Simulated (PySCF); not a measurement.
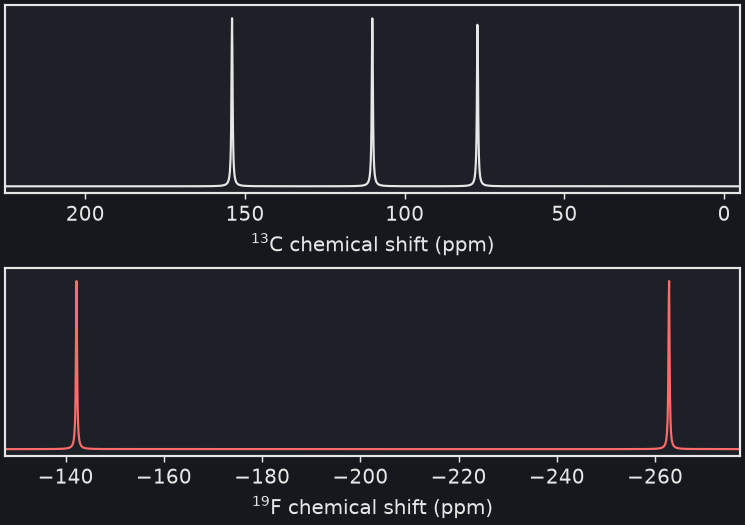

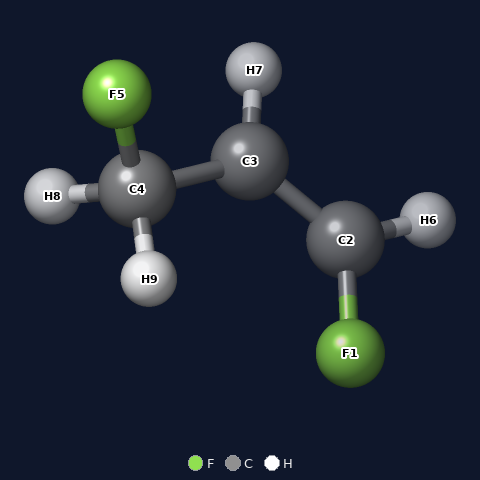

Spectrum and numbered structure of C₃H₄F₂, SMILES F/C=C\CF. GIAO shifts, KT2/pcSseg-2 with PySCF, at a PBE0-D3(BJ)/def2-SVP geometry (no frequency check), against TMS for ¹³C and CFCl₃ for ¹⁹F computed at the same level (¹⁹F: this reference is a hard case for the method, so all values can be off together by tens of ppm, and differences between signals are safer). Gas phase, fully decoupled, line heights follow the number of nuclei, widths are arbitrary (no quadrupolar broadening); values of one conformer, averaged over nuclei that symmetry or rotation about single bonds exchange, these motions taken as fast; other conformers aren't averaged in.

Which ¹³C nuclei are the least shielded, and which the most?

Answer. Least shielded: C2 at 154.1 ppm. Most shielded: C4 at 77.2 ppm.

Which atoms give which ¹⁹F line?

Answer.
| δ (ppm) | nuclei | atoms |
| --- | --- | --- |
| −142.2 | 1 | F1 |
| −262.8 | 1 | F5 |
